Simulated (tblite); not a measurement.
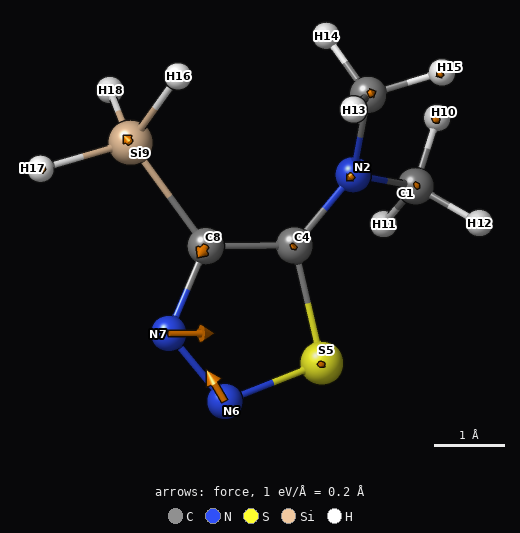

Starting geometry of C4H9N3SSi with the computed forces as orange arrows. Style: ball-and-stick. Shown at a tilt.

These are results of GFN2-xTB geometry optimisation, gas phase (tblite), not measurements. 

Is this structure relaxed? If not, where do the atoms go?

Answer. It isn't relaxed: the largest force vector, on an N atom, is 3.75 eV/Å. The final displacements have little in common with the starting forces (cosine between the two patterns 0.10). An H atom moves most after the best rigid fit: 1.06 Å. Largest moves by element: H 1.06 Å, C 0.36 Å, Si 0.32 Å, S 0.25 Å, N 0.22 Å. Some distances before and after: N–N 1.322 → 1.250 Å, C–N 1.393 → 1.342 Å, H–Si 1.483 → 1.455 Å, H–Si 1.493 → 1.471 Å. Bond angles that change, for instance: C–C–Si 126.8° → 133.4°, N–N–C 112.0° → 117.6°, C–Si–H 112.4° → 107.7°. Groups turn about C–N by about 35°. The energy falls by 0.458 eV in 158 geometry steps. The run took 2.2 s on 1 thread of Arm Neoverse N1, with other jobs on the host.
